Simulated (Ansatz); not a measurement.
Nudged elastic band, with input and output: CH7BO

CH7BO, computed with RKS PBE-D4/def2-SVP (Ansatz 0.2.0).

It belongs to a series of runs on one base structure; here: band between the two ends. Figures and captions count atoms from 1; the log counts them from 0 in places.

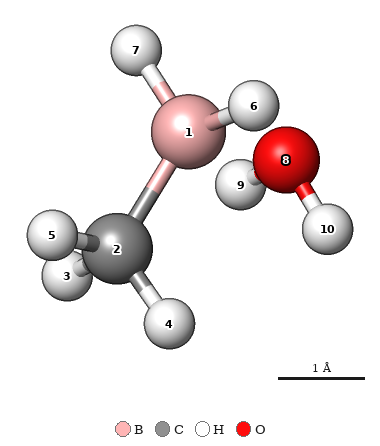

Figure 1. The structure as given in the input (ball-and-stick view, seen at a tilt; atoms are numbered from 1 in the order of the input). Bond lengths as drawn: B–C 1.61 Å, B–H 1.23 Å, C–H 1.11 Å and H–O 0.98 Å.

**Results in brief**

```tsv
quantity	value
outcome	converged
barrier, forward	0.867 eV
barrier, backward	1.826 eV
hardware	1 thread of Arm Neoverse V2, 24 GiB of memory available, shared host
wall time	2.9 min
peak memory	0.13 GiB
```

The order of the saddle point was not checked.

**Input file**
```yaml
crystal:
  periodic: [false, false, false]
  atoms:
    - { symbol: B, position_ang: [0.046602, -0.153453, 0.267195] }
    - { symbol: C, position_ang: [-0.07178, 0.203023, 1.82842] }
    - { symbol: H, position_ang: [-1.077651, 0.01892, 2.27104] }
    - { symbol: H, position_ang: [0.680753, -0.302662, 2.476605] }
    - { symbol: H, position_ang: [0.114078, 1.292316, 1.953735] }
    - { symbol: H, position_ang: [1.172337, -0.093429, -0.220758] }
    - { symbol: H, position_ang: [-0.847163, 0.275626, -0.45872] }
    - { symbol: O, position_ang: [-0.252011, -1.849764, 0.162831] }
    - { symbol: H, position_ang: [-1.13225, -1.988377, 0.569337] }
    - { symbol: H, position_ang: [0.376185, -2.2686, 0.787015] }
basis:
  gaussian: { orbitals: def2-SVP }
hamiltonian:
  xc: pbe
  dispersion: d4
neb:
  order_check: false
  images: 9
  f_tol: 0.05
  max_iterations: 60
  final_atoms:
    - { symbol: B, position_ang: [-0.00281617, -0.58427622, -0.78356855] }
    - { symbol: C, position_ang: [0.00750309, -0.02713372, 2.64855285] }
    - { symbol: H, position_ang: [-0.90070327, 0.19290061, 3.24029483] }
    - { symbol: H, position_ang: [0.88537196, -0.07233899, 3.31950899] }
    - { symbol: H, position_ang: [0.16124291, 0.77230232, 1.89914273] }
    - { symbol: H, position_ang: [1.13149083, -0.15788497, -0.88086335] }
    - { symbol: H, position_ang: [-0.98898887, 0.12950596, -0.88565113] }
    - { symbol: O, position_ang: [-0.12325418, -1.91841169, -0.56304226] }
    - { symbol: H, position_ang: [-1.0525278, -2.20306202, -0.49015257] }
    - { symbol: H, position_ang: [-0.10821849, -0.99800129, 2.13247845] }
  initial_path:
    images:
      - { positions_ang: [[0.046602, -0.153453, 0.267195], [-0.07178, 0.203023, 1.82842], [-1.077651, 0.01892, 2.27104], [0.680753, -0.302662, 2.476605], [0.114078, 1.292316, 1.953735], [1.172337, -0.093429, -0.220758], [-0.847163, 0.275626, -0.45872], [-0.252011, -1.849764, 0.162831], [-1.13225, -1.988377, 0.569337], [0.376185, -2.2686, 0.787015]] }
      - { positions_ang: [[0.04794193, -0.13744645, 0.20836646], [-0.05548618, 0.1740236, 1.84636162], [-1.06534265, -0.01702201, 2.27310259], [0.68868401, -0.37697263, 2.45228119], [0.15124428, 1.2506543, 2.00833572], [1.15679401, -0.11065868, -0.2951927], [-0.87001119, 0.21100499, -0.49656777], [-0.25819281, -1.80460444, 0.25243738], [-1.04681229, -2.0304, 0.43455815], [0.26028089, -2.02497868, 0.95301736]] }
      - { positions_ang: [[0.04928186, -0.12143991, 0.14953792], [-0.03919235, 0.1450242, 1.86430324], [-1.0530343, -0.05296402, 2.27516518], [0.69661502, -0.45128325, 2.42795737], [0.18841057, 1.2089926, 2.06293644], [1.14125103, -0.12788836, -0.36962741], [-0.89285938, 0.14638399, -0.53441554], [-0.26437463, -1.75944487, 0.34204376], [-0.96137458, -2.07242301, 0.29977931], [0.14437677, -1.78135736, 1.11901972]] }
      - { positions_ang: [[0.05062179, -0.10543336, 0.09070938], [-0.02289853, 0.11602479, 1.88224486], [-1.04072595, -0.08890603, 2.27722777], [0.70454603, -0.52559388, 2.40363356], [0.22557685, 1.1673309, 2.11753716], [1.12570804, -0.14511804, -0.44406211], [-0.91570757, 0.08176298, -0.57226331], [-0.27055644, -1.71428531, 0.43165015], [-0.87593687, -2.11444601, 0.16500046], [0.02847266, -1.53773604, 1.28502208]] }
      - { positions_ang: [[0.05196172, -0.08942681, 0.03188084], [-0.0066047, 0.08702539, 1.90018647], [-1.0284176, -0.12484804, 2.27929037], [0.71247704, -0.5999045, 2.37930974], [0.26274313, 1.12566921, 2.17213788], [1.11016505, -0.16234773, -0.51849682], [-0.93855576, 0.01714197, -0.61011108], [-0.27673826, -1.66912574, 0.52125653], [-0.79049917, -2.15646902, 0.03022162], [-0.08743146, -1.29411472, 1.45102444]] }
      - { positions_ang: [[0.05330165, -0.07342026, -0.0269477], [0.00968912, 0.05802599, 1.91812809], [-1.01610925, -0.16079005, 2.28135296], [0.72040805, -0.67421513, 2.35498593], [0.29990941, 1.08400751, 2.22673859], [1.09462207, -0.17957741, -0.59293152], [-0.96140396, -0.04747904, -0.64795885], [-0.28292007, -1.62396618, 0.61086291], [-0.70506146, -2.19849202, -0.10455723], [-0.20333557, -1.05049341, 1.6170268]] }
      - { positions_ang: [[0.04207808, -0.17559145, -0.17827187], [0.00925191, 0.04099405, 2.06421304], [-0.99302805, -0.09005192, 2.47314133], [0.75340084, -0.5538399, 2.54789054], [0.27217611, 1.02166647, 2.16121942], [1.10199582, -0.17523892, -0.65051788], [-0.96692094, -0.01208204, -0.6954973], [-0.25098689, -1.68285528, 0.37608188], [-0.77455472, -2.19940602, -0.18167629], [-0.18431215, -1.03999498, 1.72011713]] }
      - { positions_ang: [[0.03085452, -0.27776265, -0.32959604], [0.00881471, 0.02396211, 2.210298], [-0.96994686, -0.01931379, 2.66492971], [0.78639362, -0.43346467, 2.74079515], [0.24444281, 0.95932543, 2.09570025], [1.10936957, -0.17090043, -0.70810425], [-0.97243792, 0.02331496, -0.74303576], [-0.21905372, -1.74174438, 0.14130084], [-0.84404799, -2.20032002, -0.25879536], [-0.16528874, -1.02949656, 1.82320746]] }
      - { positions_ang: [[0.01963095, -0.37993384, -0.48092021], [0.0083775, 0.00693016, 2.35638295], [-0.94686566, 0.05142435, 2.85671808], [0.8193864, -0.31308945, 2.93369976], [0.21670951, 0.89698439, 2.03018107], [1.11674332, -0.16656194, -0.76569062], [-0.9779549, 0.05871196, -0.79057421], [-0.18712054, -1.80063348, -0.09348019], [-0.91354126, -2.20123402, -0.33591443], [-0.14626532, -1.01899813, 1.92629779]] }
      - { positions_ang: [[0.00840739, -0.48210503, -0.63224438], [0.00794029, -0.01010178, 2.5024679], [-0.92378447, 0.12216248, 3.04850646], [0.85237918, -0.19271422, 3.12660438], [0.18897621, 0.83464336, 1.9646619], [1.12411707, -0.16222345, -0.82327698], [-0.98347188, 0.09410896, -0.83811267], [-0.15518736, -1.85952258, -0.32826122], [-0.98303453, -2.20214802, -0.4130335], [-0.12724191, -1.00849971, 2.02938812]] }
      - { positions_ang: [[-0.00281617, -0.58427622, -0.78356855], [0.00750309, -0.02713372, 2.64855285], [-0.90070327, 0.19290061, 3.24029483], [0.88537196, -0.07233899, 3.31950899], [0.16124291, 0.77230232, 1.89914273], [1.13149083, -0.15788497, -0.88086335], [-0.98898887, 0.12950596, -0.88565113], [-0.12325418, -1.91841169, -0.56304226], [-1.0525278, -2.20306202, -0.49015257], [-0.10821849, -0.99800129, 2.13247845]] }
```

Command:
```bash
ansatz run input.yaml --threads 1 --pin off --max-ram 2048MiB --backend cpu --events-out ev --progress --plain --runs-dir out
```

**The program's output**
```
Engine: ansatz 0.2.0, aarch64-unknown-linux-gnu
Functional definition: PBE
  parameter kappa = 0.804
  parameter beta = 0.06672455060314922
  exchange = pbe_x(kappa = kappa, mu = beta*pi^2/3)
  correlation = pbe_c(beta = beta)
861 factors; their error is unknown
mean field evaluation 1: about -3856.6920 eV, gradient 6.2e1 eV
mean field evaluation 2: about -3843.9822 eV, gradient 9.4e1 eV
mean field evaluation 4: about -3866.0287 eV, gradient 6.6e0 eV
mean field evaluation 8: about -3866.1208 eV, gradient 6.2e-2 eV
mean field evaluation 16: about -3866.0950 eV, gradient 3.7e-5 eV
mean field -3866.09498289 eV, -142.0763700880 hartree, gradient 3.7e-5 eV, S^2 0.000000; 0 other end points of the search recorded, 0 dependent functions left out
the calculation of the forces begins
reference -3866.09501380 eV, -142.0763712238 hartree; 13, 13 occupied and 64, 64 virtual orbitals, 861 factors
861 factors; their error is unknown
mean field evaluation 32: about -3867.0827 eV, gradient 3.3e-5 eV
mean field -3867.08272085 eV, -142.1126687883 hartree, gradient 3.3e-5 eV, S^2 0.000000; 0 other end points of the search recorded, 0 dependent functions left out
[... from here on the field's lines of each further geometry are left out, up to the last ...]
NEB iter   1: max|band force component| = 1.991e1 eV/Å  barrier→ = 3.5249 eV  barrier← = 4.4839 eV  Δτ_max = 0.2000 Å  (275 SCF iters)
NEB iter   2: max|band force component| = 3.478e0 eV/Å  barrier→ = 1.8026 eV  barrier← = 2.7615 eV  Δτ_max = 0.1990 Å  (287 SCF iters)
NEB iter   3: max|band force component| = 1.727e0 eV/Å  barrier→ = 1.3822 eV  barrier← = 2.3411 eV  Δτ_max = 0.2000 Å  (265 SCF iters)
NEB iter   4: max|band force component| = 1.903e0 eV/Å  barrier→ = 1.2029 eV  barrier← = 2.1619 eV  Δτ_max = 0.1032 Å  (249 SCF iters)
NEB iter   5: max|band force component| = 1.143e0 eV/Å  barrier→ = 0.9699 eV  barrier← = 1.9288 eV  Δτ_max = 0.1013 Å  (248 SCF iters)
NEB iter   6: max|band force component| = 5.571e-1 eV/Å  barrier→ = 0.8532 eV  barrier← = 1.8121 eV  Δτ_max = 0.1101 Å  (248 SCF iters)
NEB iter   7: max|band force component| = 7.786e-1 eV/Å  barrier→ = 0.8091 eV  barrier← = 1.7680 eV  CI = image 5  Δτ_max = 0.1465 Å  (251 SCF iters)
NEB iter   8: max|band force component| = 8.550e-1 eV/Å  barrier→ = 0.8724 eV  barrier← = 1.8313 eV  CI = image 5  Δτ_max = 0.0762 Å  (253 SCF iters)
NEB iter   9: max|band force component| = 3.085e-1 eV/Å  barrier→ = 0.8677 eV  barrier← = 1.8266 eV  CI = image 5  Δτ_max = 0.0530 Å  (251 SCF iters)
NEB iter  10: max|band force component| = 2.335e-1 eV/Å  barrier→ = 0.8692 eV  barrier← = 1.8282 eV  CI = image 5  Δτ_max = 0.1021 Å  (238 SCF iters)
NEB iter  11: max|band force component| = 3.937e-1 eV/Å  barrier→ = 0.8676 eV  barrier← = 1.8266 eV  CI = image 5  Δτ_max = 0.0514 Å  (257 SCF iters)
the calculation of the forces begins
reference -3867.06337883 eV, -142.1119579821 hartree; 13, 13 occupied and 64, 64 virtual orbitals, 861 factors
861 factors; their error is unknown
mean field -3865.22912146 eV, -142.0445502674 hartree, gradient 3.1e-5 eV, S^2 0.000000; 1 other end points of the search recorded, 0 dependent functions left out
the calculation of the forces begins
reference -3865.22915229 eV, -142.0445514001 hartree; 13, 13 occupied and 64, 64 virtual orbitals, 861 factors
NEB iter  12: max|band force component| = 4.463e-2 eV/Å  barrier→ = 0.8669 eV  barrier← = 1.8259 eV  CI = image 5  Δτ_max = 0.0000 Å  (483 SCF iters)
```

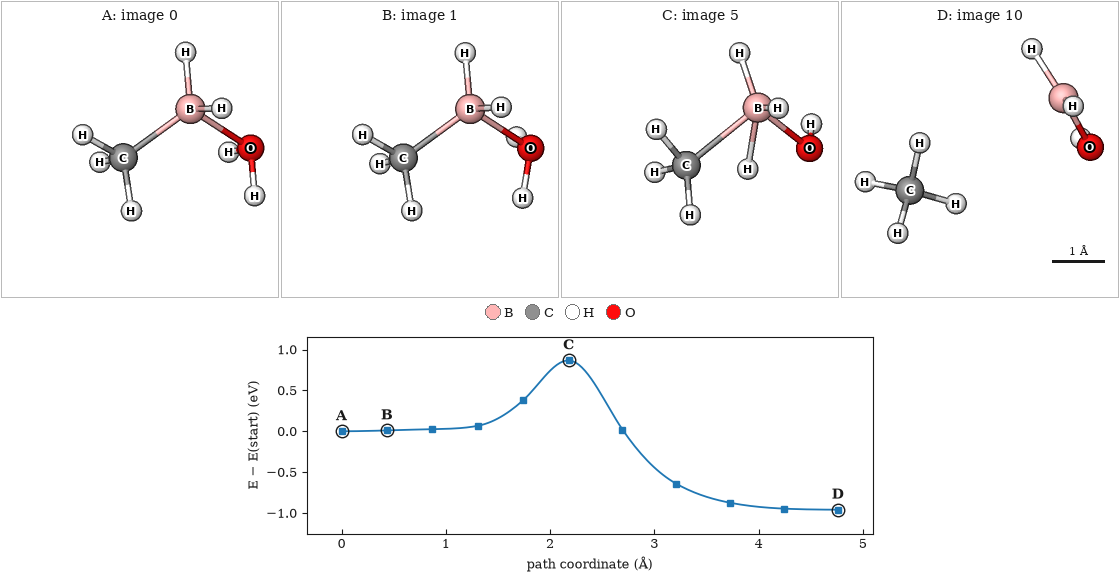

Figure 2. Images of the last band (counted from 0; ball-and-stick, seen at a tilt) above the energy along the path; the line is a cubic interpolation that uses the forces. The highest image is number 5, 0.867 eV above the start and 1.826 eV above the end (the climbing image); the end lies 0.959 eV below the start. The path is 4.76 Å long. The band converged in 12 iterations.

```
Total energy: -3865.34562080 eV, -142.0488315390 hartree
Atom 0 at     0.076237    -0.359551     0.165242 Å, force    -0.024501    -0.007961    -0.048320 eV/Å
Atom 1 at    -0.016822    -0.008076     1.907885 Å, force    -0.022660     0.010982     0.052774 eV/Å
Atom 2 at    -0.961843    -0.101500     2.485530 Å, force     0.001730    -0.001612    -0.008957 eV/Å
Atom 3 at     0.844180    -0.294275     2.543639 Å, force     0.000312    -0.003438    -0.002122 eV/Å
Atom 4 at     0.086006     1.072877     1.683311 Å, force     0.008548    -0.003944    -0.006864 eV/Å
Atom 5 at     1.207283    -0.079719    -0.186274 Å, force     0.001928    -0.008201     0.009352 eV/Å
Atom 6 at    -0.867594     0.196997    -0.376954 Å, force     0.007720     0.004582     0.003599 eV/Å
Atom 7 at    -0.123559    -1.938111     0.223360 Å, force     0.010491     0.022502     0.012327 eV/Å
Atom 8 at    -1.027722    -2.134696    -0.083085 Å, force    -0.011776    -0.007447     0.003114 eV/Å
Atom 9 at    -0.207066    -1.220347     1.274046 Å, force     0.028208    -0.005463    -0.014903 eV/Å
Dipole moment:    -0.348699    -0.073924     0.303778 e Å
this run last wrote the band of iteration 12 to [file]
```

**The last band as extended XYZ (Å, eV, eV/Å)**
```
10
Properties=species:S:1:pos:R:3:forces:R:3 image=0 energy=-3866.21254
B     0.0466   -0.1535    0.2672    0.0038  -0.0035   0.0027
C    -0.0718    0.2030    1.8284    0.0046  -0.0037   0.0008
H    -1.0777    0.0189    2.2710   -0.0013   0.0020  -0.0004
H     0.6808   -0.3027    2.4766   -0.0027  -0.0009  -0.0030
H     0.1141    1.2923    1.9537   -0.0025   0.0032  -0.0006
H     1.1723   -0.0934   -0.2208    0.0013   0.0010   0.0007
H    -0.8472    0.2756   -0.4587   -0.0007  -0.0027   0.0010
O    -0.2520   -1.8498    0.1628   -0.0051  -0.0013   0.0081
H    -1.1322   -1.9884    0.5693    0.0016   0.0015  -0.0021
H     0.3762   -2.2686    0.7870    0.0010   0.0045  -0.0072
10
Properties=species:S:1:pos:R:3:forces:R:3 image=1 energy=-3866.20222
B     0.0556   -0.1593    0.2735   -0.0010  -0.0027  -0.0015
C    -0.0395    0.2066    1.8335   -0.0042   0.0008   0.0002
H    -1.0190   -0.0222    2.3113   -0.0050   0.0030  -0.0040
H     0.7609   -0.2525    2.4592   -0.0066  -0.0040   0.0013
H     0.0988    1.3049    1.9418    0.0014  -0.0009   0.0001
H     1.1609   -0.0428   -0.2447    0.0025  -0.0026   0.0026
H    -0.8817    0.2156   -0.4309    0.0039   0.0040  -0.0039
O    -0.1846   -1.8738    0.1903   -0.0047   0.0032  -0.0040
H    -1.1486   -2.0043    0.2915   -0.0040   0.0040   0.0247
H     0.2063   -2.2387    1.0114    0.0177  -0.0049  -0.0155
10
Properties=species:S:1:pos:R:3:forces:R:3 image=2 energy=-3866.18662
B     0.0637   -0.1735    0.2809   -0.0008  -0.0051  -0.0037
C    -0.0040    0.2208    1.8345   -0.0041   0.0060   0.0060
H    -0.9649   -0.0266    2.3404   -0.0032   0.0057  -0.0036
H     0.8264   -0.2013    2.4460   -0.0047  -0.0006   0.0013
H     0.1027    1.3246    1.9179    0.0041   0.0019   0.0002
H     1.1488   -0.0320   -0.2694    0.0001   0.0009   0.0021
H    -0.9060    0.1588   -0.4038    0.0014  -0.0002  -0.0010
O    -0.1350   -1.9084    0.2570    0.0077   0.0067  -0.0082
H    -1.0779   -2.0455    0.0405   -0.0098   0.0035   0.0147
H    -0.0446   -2.1834    1.1926    0.0092  -0.0189  -0.0078
10
Properties=species:S:1:pos:R:3:forces:R:3 image=3 energy=-3866.14568
B     0.0831   -0.1988    0.2640    0.0021   0.0568   0.0271
C     0.0274    0.1866    1.8257    0.0055   0.0722  -0.0153
H    -0.9219   -0.0803    2.3513    0.0090   0.0250  -0.0555
H     0.8734   -0.2102    2.4322    0.0073   0.0305  -0.0345
H     0.0959    1.2918    1.8910    0.0174   0.0827   0.0927
H     1.1689   -0.0609   -0.2826   -0.0110  -0.0064  -0.0279
H    -0.8914    0.1541   -0.4024    0.0032  -0.0149  -0.0092
O    -0.1270   -1.9219    0.3374    0.0133   0.0054  -0.0131
H    -0.9904   -2.1112   -0.0801    0.0077   0.0239  -0.0283
H    -0.3088   -1.9156    1.3002   -0.0545  -0.2753   0.0639
10
Properties=species:S:1:pos:R:3:forces:R:3 image=4 energy=-3865.83280
B     0.0932   -0.2474    0.2364    0.0374   0.3297   0.2166
C     0.0068    0.0869    1.8484    0.0370   0.2313  -0.1876
H    -0.9441   -0.0941    2.4091    0.0383  -0.0032  -0.2009
H     0.8480   -0.2620    2.4891    0.0068   0.0421  -0.1261
H     0.0940    1.1864    1.7761    0.0383   0.2888   0.2934
H     1.2058   -0.0794   -0.2281    0.0144   0.0172  -0.0902
H    -0.8674    0.1753   -0.3988    0.0261  -0.0208  -0.0472
O    -0.1313   -1.9488    0.3128   -0.0125   0.0037   0.2513
H    -1.0216   -2.1301   -0.0469   -0.0146   0.0286   0.0444
H    -0.2743   -1.5532    1.2386   -0.1712  -0.9174  -0.1537
10
Properties=species:S:1:pos:R:3:forces:R:3 image=6 energy=-3866.19126
B     0.0606   -0.4994   -0.0372   -0.0625  -0.5888  -0.8064
C    -0.0325   -0.0438    2.0537   -0.0994  -0.0697   0.5634
H    -0.9745   -0.0806    2.6208   -0.0736   0.1573   0.4974
H     0.8617   -0.2947    2.6424    0.0435   0.0798   0.3982
H     0.0805    0.9777    1.6408   -0.0347  -0.3399  -0.2516
H     1.2001   -0.0920   -0.1769   -0.0091  -0.1155   0.0453
H    -0.8798    0.2084   -0.3691   -0.0206  -0.0249  -0.0196
O    -0.1005   -1.9200   -0.0292    0.1152   0.0426  -0.9086
H    -1.0413   -2.1437   -0.1240   -0.0411  -0.1006  -0.0890
H    -0.1651   -0.9783    1.4153    0.1823   0.9596   0.5709
10
Properties=species:S:1:pos:R:3:forces:R:3 image=7 energy=-3866.85437
B     0.0501   -0.5550   -0.2721   -0.0055  -0.0950  -0.3407
C    -0.0329   -0.0380    2.2211   -0.0170   0.0397   0.2372
H    -0.9515   -0.0136    2.8296    0.0116   0.1203   0.2857
H     0.8763   -0.2368    2.8115   -0.0014   0.1021   0.2571
H     0.0761    0.9147    1.6709   -0.0113  -0.0843   0.0233
H     1.1899   -0.1298   -0.2747    0.0041  -0.0848  -0.1250
H    -0.9076    0.1892   -0.4178   -0.0180  -0.0387  -0.0936
O    -0.1026   -1.9210   -0.2543    0.0171  -0.0140  -0.2954
H    -1.0427   -2.1727   -0.2232   -0.0023  -0.0569  -0.1361
H    -0.1459   -0.9035    1.5458    0.0228   0.1117   0.1875
10
Properties=species:S:1:pos:R:3:forces:R:3 image=8 energy=-3867.08675
B     0.0347   -0.5791   -0.4537    0.0020  -0.0050  -0.0831
C    -0.0211   -0.0267    2.3746   -0.0016   0.0155   0.0684
H    -0.9130    0.0603    3.0205    0.0108   0.0410   0.0885
H     0.8934   -0.1613    2.9790   -0.0009   0.0404   0.0863
H     0.0765    0.8828    1.7527   -0.0020  -0.0148   0.0363
H     1.1773   -0.1622   -0.4520   -0.0019  -0.0265  -0.0808
H    -0.9318    0.1643   -0.5309   -0.0036  -0.0197  -0.0626
O    -0.1152   -1.9322   -0.4052   -0.0082  -0.0136  -0.0765
H    -1.0523   -2.1980   -0.3766    0.0049  -0.0153  -0.0692
H    -0.1394   -0.9142    1.7284    0.0005  -0.0021   0.0927
10
Properties=species:S:1:pos:R:3:forces:R:3 image=9 energy=-3867.15856
B     0.0247   -0.5932   -0.6174   -0.0198   0.0092  -0.0093
C    -0.0076   -0.0181    2.5236    0.0009  -0.0045   0.0161
H    -0.8801    0.0983    3.1928    0.0041   0.0116   0.0223
H     0.9231   -0.0556    3.1193   -0.0040   0.0057   0.0203
H     0.0390    0.8398    1.8267   -0.0042  -0.0039   0.0058
H     1.1753   -0.1990   -0.6262   -0.0026  -0.0013  -0.0264
H    -0.9326    0.1613   -0.7061    0.0018  -0.0060  -0.0270
O    -0.1448   -1.9367   -0.5164    0.0393  -0.0446  -0.0235
H    -1.0813   -2.2052   -0.5097   -0.0182   0.0316  -0.0081
H    -0.1067   -0.9580    1.9500    0.0028   0.0022   0.0298
10
Properties=species:S:1:pos:R:3:forces:R:3 image=10 energy=-3867.17148
B    -0.0028   -0.5843   -0.7836   -0.0082  -0.0182   0.0019
C     0.0075   -0.0271    2.6486   -0.0028   0.0014   0.0022
H    -0.9007    0.1929    3.2403    0.0005  -0.0021  -0.0016
H     0.8854   -0.0723    3.3195    0.0004  -0.0001   0.0008
H     0.1612    0.7723    1.8991   -0.0008  -0.0004  -0.0012
H     1.1315   -0.1579   -0.8809    0.0129   0.0039  -0.0071
H    -0.9890    0.1295   -0.8857   -0.0064   0.0093   0.0004
O    -0.1233   -1.9184   -0.5630    0.0044   0.0055   0.0064
H    -1.0525   -2.2031   -0.4902   -0.0019   0.0011  -0.0045
H    -0.1082   -0.9980    2.1325    0.0019  -0.0005   0.0027
```
